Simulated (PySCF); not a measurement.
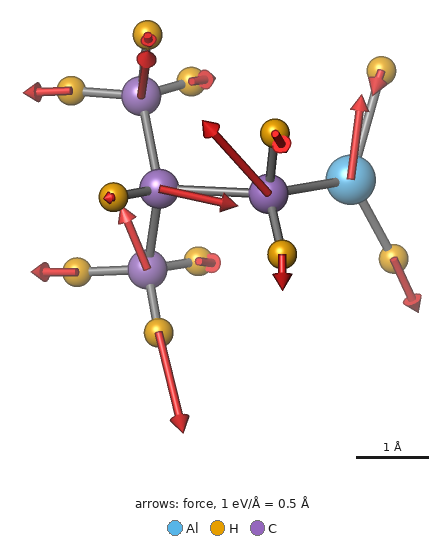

Starting geometry of C$_{4}$H$_{11}$Al with the computed forces as red arrows. The picture is a ball-and-stick view, seen face on.

The start comes from GFN2-xTB. Its atoms were then displaced at random by about 0.03 Å.

Computed with PBE0-D3(BJ)/def2-SVP geometry optimisation, gas phase (PySCF). 

Question: Is this structure relaxed? If not, where do the atoms go?

Answer: It isn't relaxed: the largest force vector, on a C atom, is 3.30 eV/Å. The final displacements have little in common with the starting forces (cosine between the two patterns 0.26). After 7 geometry steps the energy has fallen by 0.678 eV. The atom that moves furthest after the best rigid fit is an H atom (0.28 Å). Largest moves by element: H 0.28 Å, Al 0.19 Å, C 0.09 Å. Near-neighbour distances that change, for instance: Al–H 1.480 → 1.596 Å, Al–H 1.674 → 1.596 Å, C–H 1.026 → 1.101 Å, Al–C 1.907 → 1.976 Å. Among the angles between lasting bonds that change: Al–C–H 116.2° → 107.9°, C–C–C 104.8° → 111.4°, H–C–H 99.9° → 106.1°.
